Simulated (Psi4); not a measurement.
# PH2: energy and gradient calculation

System: PH2, multiplicity 2, SMILES [PH2].
Method: CAM-B3LYP/cc-pVTZ, UKS (Psi4 1.11).

The geometry comes from this level: PBE0-D4/def2-TZVP.

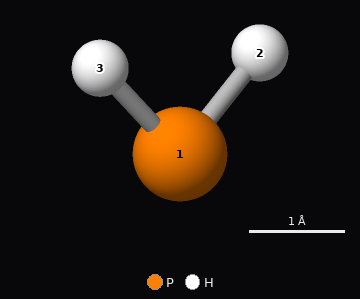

**Figure 1.** The input geometry (ball-and-stick view, seen at a tilt; atoms are numbered from 1 in the order of the input).

## Key numbers

| quantity | value |
| --- | --- |
| outcome | converged |
| total energy | −342.523761 hartree |
| basis functions | 62 |
| largest force | 0.126 eV/Å |
| ⟨S²⟩ | 0.755 |
| dipole moment | 0.61 D |
| hardware | 1 thread of Intel Xeon @ 2.70GHz, 189 GiB of memory available, shared host |
| wall time | 20 s |
| peak memory | 0.74 GiB |

## The input (h2p.py)
```python
import psi4

psi4.set_memory('1600 MB')
psi4.set_num_threads(1)
psi4.core.set_output_file('h2p.out', False)

with open('h2p.xyz') as f:
    atoms = ''.join(f.readlines()[2:])
m = psi4.geometry('0 2\n' + atoms + 'symmetry c1')

options = {'reference': 'uks', 'puream': True, 'e_convergence': 1e-09, 'd_convergence': 1e-08, 'scf_type': 'pk', 'dft_radial_points': 99, 'dft_spherical_points': 590, 'maxiter': 100}
psi4.set_options(options)

e_tot, wfn = psi4.gradient("cam-b3lyp/cc-pVTZ", molecule=m, return_wfn=True)
psi4.oeprop(wfn, "LOWDIN_CHARGES", "MAYER_INDICES", "MULLIKEN_CHARGES", title="CAM-B3LYP")
print('gradient / Eh bohr^-1')
print(e_tot.np.round(6))
print(f'energy = {wfn.energy():.10f} Eh')
for k, v in sorted(psi4.core.scalar_variables().items()):
    print(f'{k:45s} {v:18.10f}')
```

## File h2p.xyz
```
3
H2P
P      0.525730    -0.309370     0.258210
H      0.114640     1.051490     0.176750
H     -0.640370    -0.742120    -0.434970
```

Launch command:
```bash
python h2p.py
```

## Log
```
gradient() will perform analytic gradient computation.

   => Loading Basis Set <=

    Name: CC-PVTZ
    Role: ORBITAL
    Keyword: BASIS

         ---------------------------------------------------------
                                   SCF
                              UKS Reference
                        1 Threads,   1525 MiB Core
         ---------------------------------------------------------

  ==> Geometry <==

    Molecular point group: c1
    Full point group: Cs

    Geometry (in Angstrom), charge = 0, multiplicity = 2:

       Center              X                  Y                   Z               Mass
    ------------   -----------------  -----------------  -----------------  -----------------
         P            0.053614617855    -0.028479080035    -0.000000000000    30.973761998420
         H           -0.345407113057     1.338397767951    -0.000000000000     1.007825032230
         H           -1.302345582071    -0.463142422308     0.000000000000     1.007825032230

  Running in c1 symmetry.

  Rotational constants: A =      9.02270  B =      8.03923  C =      4.25131 [cm^-1]
  Rotational constants: A = 270493.81723  B = 241010.12787  C = 127451.11763 [MHz]
  Nuclear repulsion =   11.408385682516982

  Charge       = 0
  Multiplicity = 2
  Electrons    = 17
  Nalpha       = 9
  Nbeta        = 8

  ==> Algorithm <==

  SCF Algorithm Type is PK.
  DIIS enabled.
  MOM disabled.
  Fractional occupation disabled.
  Guess Type is SAD.
  Energy threshold   = 1.00e-09
  Density threshold  = 1.00e-08
  Integral threshold = 1.00e-12

  ==> Primary Basis <==

  Basis Set: CC-PVTZ
    Blend: CC-PVTZ
    Number of shells: 24
    Number of basis functions: 62
    Number of Cartesian functions: 69
    Spherical Harmonics?: true
    Max angular momentum: 3

  ==> DFT Potential <==

   => LibXC <=

    Version 7.1.2

   => Composite Functional: CAM-B3LYP <=

    CAM-B3LYP Hyb-GGA Exchange-Correlation Functional

    Deriv               =              1
    GGA                 =           TRUE
    Meta                =          FALSE

    Exchange Hybrid     =           TRUE
    MP2 Hybrid          =          FALSE

   => Exchange Functionals <=

    0.3500         Becke 88 [omega = 0.3300]
    0.4600   Short-range recipe for B88 functional - erf [omega = 0.3300]

   => Exact (HF) Exchange <=

    0.4600            HF,LR [omega = 0.3300]
    0.1900               HF

   => Correlation Functionals <=

    0.1900   Vosko, Wilk & Nusair (VWN5)
    0.8100   Lee, Yang & Parr

   => LibXC Density Thresholds  <==

    XC_HYB_GGA_XC_CAM_B3LYP:  1.00E-14

   => Molecular Quadrature <=

    Radial Scheme          =       TREUTLER
    Pruning Scheme         =           NONE
    Nuclear Scheme         =       TREUTLER

    Blocking Scheme        =         OCTREE
    BS radius alpha        =              1
    Pruning alpha          =              1
    Radial Points          =             99
    Spherical Points       =            590
    Total Points           =         167702
    Total Blocks           =           1296
    Max Points             =            256
    Max Functions          =             62
    Weights Tolerance      =       1.00E-15

  ==> Integral Setup <==

  Using in-core PK algorithm.
   Calculation information:
      Number of atoms:                   3
      Number of AO shells:              24
      Number of primitives:             76
      Number of atomic orbitals:        69
      Number of basis functions:        62

      Integral cutoff                 1.00e-12
      Number of threads:                 1

  Performing in-core PK
  Using 5724243 doubles for integral storage.
  We computed 45150 shell quartets total.
  Whereas there are 45150 unique shell quartets.

  Computing range-separated integrals for PK
  We computed 45150 wK shell quartets total.
  Whereas there are 45150 wK unique shell quartets.

  ==> DiskJK: Disk-Based J/K Matrices <==

    J tasked:                  Yes
    K tasked:                  Yes
    wK tasked:                 Yes
    Omega:               3.300E-01
    Memory [MiB]:              844
    Schwarz Cutoff:          1E-12

  Cached 100.0% of DFT collocation blocks in 0.293 [GiB].

  Minimum eigenvalue in the overlap matrix is 3.5382712849E-03.
  Reciprocal condition number of the overlap matrix is 7.7098276796E-04.
    Using symmetric orthogonalization.

  ==> Pre-Iterations <==

  SCF Guess: Superposition of Atomic Densities via on-the-fly atomic UHF (no occupation information).

   -------------------------
    Irrep   Nso     Nmo
   -------------------------
     A         62      62
   -------------------------
    Total      62      62
   -------------------------

  ==> Iterations <==

                        Total Energy        Delta E     RMS |[F,P]|

   @UKS iter SAD:  -342.13441017005721   -3.42134e+02   0.00000e+00
   @UKS iter   1:  -342.50022735797080   -3.65817e-01   3.83286e-03 DIIS/ADIIS
   @UKS iter   2:  -342.51761726470869   -1.73899e-02   2.05230e-03 DIIS/ADIIS
   @UKS iter   3:  -342.52364974718074   -6.03248e-03   1.35809e-04 DIIS/ADIIS
   @UKS iter   4:  -342.52375315999143   -1.03413e-04   3.97903e-05 DIIS
   @UKS iter   5:  -342.52376067266090   -7.51267e-06   1.06518e-05 DIIS
   @UKS iter   6:  -342.52376129058825   -6.17927e-07   2.11784e-06 DIIS
   @UKS iter   7:  -342.52376132679166   -3.62034e-08   3.90314e-07 DIIS
   @UKS iter   8:  -342.52376132806091   -1.26926e-09   8.52118e-08 DIIS
   @UKS iter   9:  -342.52376132812748   -6.65636e-11   2.44705e-08 DIIS
   @UKS iter  10:  -342.52376132813350   -6.02540e-12   7.91226e-09 DIIS
  Energy and wave function converged.

  ==> Post-Iterations <==

   Electrons on quadrature grid:
      Nalpha   =    9.0000000499 ; deviation = 4.989e-08
      Nbeta    =    8.0000000513 ; deviation = 5.133e-08
      Ntotal   =   17.0000001012 ; deviation = 1.012e-07

   @Spin Contamination Metric:   5.326144219E-03
   @S^2 Expected:                7.500000000E-01
   @S^2 Observed:                7.553261442E-01
   @S   Expected:                5.000000000E-01
   @S   Observed:                5.000000000E-01

    Orbital Energies [Eh]
    ---------------------

    Alpha Occupied:

       1A    -77.175535     2A     -6.639297     3A     -4.807107
       4A     -4.800243     5A     -4.797016     6A     -0.717391
       7A     -0.450322     8A     -0.371584     9A     -0.309974

    Alpha Virtual:

      10A      0.068910    11A      0.074524    12A      0.229973
      13A      0.232438    14A      0.308403    15A      0.308785
      16A      0.313386    17A      0.316415    18A      0.324659
      19A      0.399584    20A      0.460469    21A      0.568834
      22A      0.647212    23A      0.838534    24A      0.876688
      25A      0.906251    26A      0.952699    27A      1.105481
      28A      1.174269    29A      1.292706    30A      1.299986
      31A      1.300557    32A      1.382768    33A      1.450142
      34A      1.514039    35A      1.579800    36A      1.581215
      37A      1.594529    38A      1.675118    39A      1.734909
      40A      1.772343    41A      1.962083    42A      2.113269
      43A      2.411749    44A      2.536942    45A      2.685031
      46A      3.251157    47A      3.303701    48A      3.307218
      49A      3.433988    50A      3.552747    51A      3.610898
      52A      3.631814    53A      3.651265    54A      3.756288
      55A      3.989657    56A      4.007889    57A      4.029193
      58A      4.156783    59A      4.196719    60A      4.239828
      61A      4.766335    62A      5.322433

    Beta Occupied:

       1A    -77.171269     2A     -6.634558     3A     -4.797405
       4A     -4.794454     5A     -4.792146     6A     -0.683538
       7A     -0.444779     8A     -0.357205

    Beta Virtual:

       9A     -0.074022    10A      0.072781    11A      0.082404
      12A      0.230456    13A      0.259903    14A      0.312685
      15A      0.336853    16A      0.345958    17A      0.346944
      18A      0.353258    19A      0.402720    20A      0.469978
      21A      0.585825    22A      0.652250    23A      0.848451
      24A      0.879371    25A      0.921617    26A      0.958344
      27A      1.111610    28A      1.197597    29A      1.306538
      30A      1.322326    31A      1.329251    32A      1.408701
      33A      1.470113    34A      1.542644    35A      1.583550
      36A      1.606260    37A      1.634127    38A      1.698650
      39A      1.740969    40A      1.775399    41A      1.995174
      42A      2.118442    43A      2.417097    44A      2.536867
      45A      2.684987    46A      3.251737    47A      3.303912
      48A      3.309341    49A      3.436076    50A      3.557681
      51A      3.609315    52A      3.635442    53A      3.655311
      54A      3.753800    55A      3.992632    56A      4.005405
      57A      4.031724    58A      4.158161    59A      4.196781
      60A      4.240247    61A      4.766277    62A      5.327565

    Final Occupation by Irrep:
              A
    DOCC [     8 ]
    SOCC [     1 ]
    NA   [     9 ]
    NB   [     8 ]

  @UKS Final Energy:  -342.52376132813350

   => Energetics <=

    Nuclear Repulsion Energy =             11.4083856825169825
    One-Electron Energy =                -495.5751069209152320
    Two-Electron Energy =                 159.7998822818783253
    DFT Exchange-Correlation Energy =     -18.1569223716135610
    Empirical Dispersion Energy =           0.0000000000000000
    VV10 Nonlocal Energy =                  0.0000000000000000
    Total Energy =                       -342.5237613281335030

  UHF NO Occupations:
  HONO-2 :    7  A 1.9997655
  HONO-1 :    8  A 1.9976993
  HONO-0 :    9  A 1.0000000
  LUNO+0 :   10  A 0.0023007
  LUNO+1 :   11  A 0.0002345
  LUNO+2 :   12  A 0.0001301
  LUNO+3 :   13  A 0.0000003

Computation Completed

Properties will be evaluated at   0.000000,   0.000000,   0.000000 [a0]

Properties computed using the SCF density matrix

 Multipole Moments:

 ------------------------------------------------------------------------------------
     Multipole            Electronic (a.u.)      Nuclear  (a.u.)        Total (a.u.)
 ------------------------------------------------------------------------------------

 L = 1.  Multiply by 2.5417464519 to convert [e a0] to [Debye]
 Dipole X            :          1.3817175           -1.5940472           -0.2123297
 Dipole Y            :         -0.7339443            0.8467280            0.1127837
 Dipole Z            :         -0.0000000            0.0000000           -0.0000000
 Magnitude           :                                                    0.2404247

 ------------------------------------------------------------------------------------

	total time  =         11 seconds =       0.18 minutes

         ------------------------------------------------------------
                                   SCF GRAD
         ------------------------------------------------------------

  ==> Geometry <==

    Molecular point group: c1
    Full point group: Cs

    Geometry (in Angstrom), charge = 0, multiplicity = 2:

       Center              X                  Y                   Z               Mass
    ------------   -----------------  -----------------  -----------------  -----------------
         P            0.053614617855    -0.028479080035    -0.000000000000    30.973761998420
         H           -0.345407113057     1.338397767951    -0.000000000000     1.007825032230
         H           -1.302345582071    -0.463142422308     0.000000000000     1.007825032230

  Nuclear repulsion =   11.408385682516982

  ==> Basis Set <==

  Basis Set: CC-PVTZ
    Blend: CC-PVTZ
    Number of shells: 24
    Number of basis functions: 62
    Number of Cartesian functions: 69
    Spherical Harmonics?: true
    Max angular momentum: 3

  ==> DirectJKGrad: Integral-Direct SCF Gradients <==

    Gradient:                    1
    J tasked:                  Yes
    K tasked:                  Yes
    wK tasked:                 Yes
    Omega:               3.300E-01
    Integrals threads:           1
    Schwarz Cutoff:          1E-12

  ==> DFT Potential <==

   => LibXC <=

    Version 7.1.2

   => Composite Functional: CAM-B3LYP <=

    CAM-B3LYP Hyb-GGA Exchange-Correlation Functional

    Deriv               =              1
    GGA                 =           TRUE
    Meta                =          FALSE

    Exchange Hybrid     =           TRUE
    MP2 Hybrid          =          FALSE

   => Exchange Functionals <=

    0.3500         Becke 88 [omega = 0.3300]
    0.4600   Short-range recipe for B88 functional - erf [omega = 0.3300]

   => Exact (HF) Exchange <=

    0.4600            HF,LR [omega = 0.3300]
    0.1900               HF

   => Correlation Functionals <=

    0.1900   Vosko, Wilk & Nusair (VWN5)
    0.8100   Lee, Yang & Parr

   => LibXC Density Thresholds  <==

    XC_HYB_GGA_XC_CAM_B3LYP:  1.00E-14

   => Molecular Quadrature <=

    Radial Scheme          =       TREUTLER
    Pruning Scheme         =           NONE
    Nuclear Scheme         =       TREUTLER

    Blocking Scheme        =         OCTREE
    BS radius alpha        =              1
    Pruning alpha          =              1
    Radial Points          =             99
    Spherical Points       =            590
    Total Points           =         167702
    Total Blocks           =           1296
    Max Points             =            256
    Max Functions          =             62
    Weights Tolerance      =       1.00E-15

  -Total Gradient:
     Atom            X                  Y                   Z
    ------   -----------------  -----------------  -----------------
       1        0.002158587485    -0.001147780792    -0.000000000000
       2       -0.000820032623     0.001062881543    -0.000000000000
       3       -0.001338407659     0.000084821076    -0.000000000000

	total time  =          7 seconds =       0.12 minutes

Properties will be evaluated at   0.000000,   0.000000,   0.000000 [a0]

Properties computed using the CAM-B3LYP density matrix

  Mulliken Charges: (a.u.)
   Center  Symbol    Alpha    Beta     Spin     Total
       1     P     8.05371  7.01085  1.04286 -0.06455
       2     H     0.47315  0.49458 -0.02143  0.03228
       3     H     0.47315  0.49458 -0.02143  0.03228

   Total alpha =  9.00000, Total beta =  8.00000, Total charge =  0.00000

  Lowdin Charges: (a.u.)
   Center  Symbol    Alpha    Beta     Spin     Total
       1     P     7.84210  6.88779  0.95431  0.27011
       2     H     0.57895  0.55611  0.02284 -0.13506
       3     H     0.57895  0.55611  0.02284 -0.13506

  Total alpha =  9.00000, Total beta =  8.00000, Total charge = -0.00000

  Mayer Bond Indices:

  Total Bond Index:
  Irrep: 1 Size: 3 x 3

                 1                   2                   3

    1     0.00000000000000     0.98875296099619     0.98875286951926
    2     0.98875296099619     0.00000000000000     0.00302408099032
    3     0.98875286951926     0.00302408099032     0.00000000000000

  Alpha Contribution:
  Irrep: 1 Size: 3 x 3

                 1                   2                   3

    1     0.00000000000000     0.49932634988262     0.49932632259487
    2     0.49932634988262     0.00000000000000     0.00165741950398
    3     0.49932632259487     0.00165741950398     0.00000000000000

  Beta Contribution:
  Irrep: 1 Size: 3 x 3

                 1                   2                   3

    1     0.00000000000000     0.48942661111357     0.48942654692438
    2     0.48942661111357     0.00000000000000     0.00136666148634
    3     0.48942654692438     0.00136666148634     0.00000000000000

  Atomic Valences:

 #  #
 Irrep: 1
      1:    1.977505830515445
      2:    0.991777041986511
      3:    0.991776950509577
```

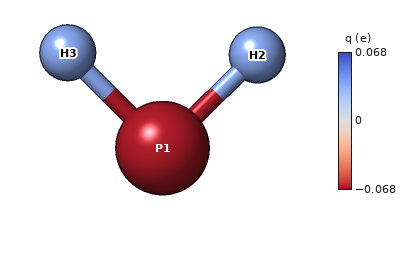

**Figure 2.** Mulliken charges, as the colour of each atom (ball-and-stick view, seen at a tilt; atoms are numbered from 1 in the order of the input). By element: P −0.06 and H +0.03 e.
